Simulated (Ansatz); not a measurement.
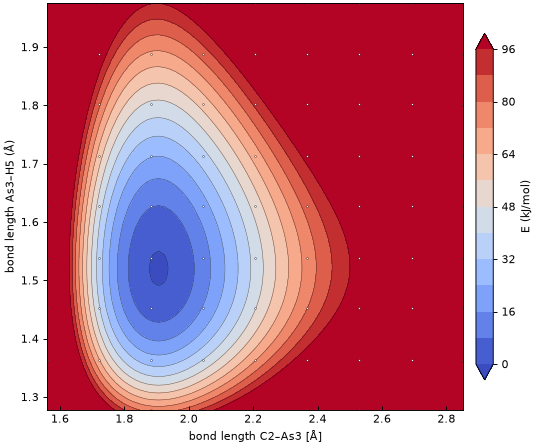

CH₂AsS, SMILES S=[C][AsH2], spin multiplicity 2. Coordinates scanned: (1) bond length C2–As3; (2) bond length As3–H5. Nothing is relaxed (all other coordinates rigid). The scan uses a 9 × 9 grid. Energies: kJ/mol, counted from the lowest grid point. Computed with Ansatz 0.2.0, UKS PBE0-D4/def2-SVP.

Drawn: filled contours, dots at the grid points, one colour for all values above the top of the scale. Between grid points the surface is interpolated.

Question: Where is the minimum, and how stiff is the well along each coordinate?

Answer: The interpolated minimum is at bond length C2–As3 ≈ 1.901 Å, bond length As3–H5 ≈ 1.520 Å. The curvatures there are about 16 eV/Å² and 18 eV/Å², with a cross term of about 0 eV/Å². Round the minimum the two coordinates are nearly uncoupled. (1 eV is 96.5 kJ/mol.)
